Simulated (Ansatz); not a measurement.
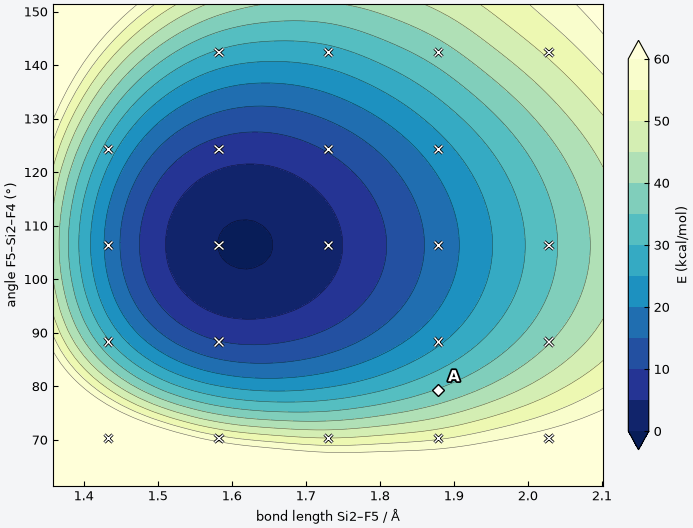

F₂HO₂Si, SMILES [O][Si](O)(F)F, spin multiplicity 2. Coordinates scanned: (1) bond length Si2–F5; (2) angle F5–Si2–F4. Nothing is relaxed (all other coordinates rigid). The grid has 11 × 11 points. At 22 points there is no value. Energies are in kcal/mol, from the lowest grid point. Method: UKS PBE-D4/def2-SVP (Ansatz).

The picture shows filled contours, crosses at grid points without a value, one colour for all values above the top of the scale, the point A. Between grid points the surface is interpolated.

Is A at rest? If not, where is it pushed?

A, at bond length Si2–F5 = 1.879 Å, angle F5–Si2–F4 = 79.4°, is not a stationary point. The computed force is 82 kcal/mol for each Å towards smaller values of bond length Si2–F5 and 1.6 kcal/mol for each degree towards larger values of angle F5–Si2–F4.
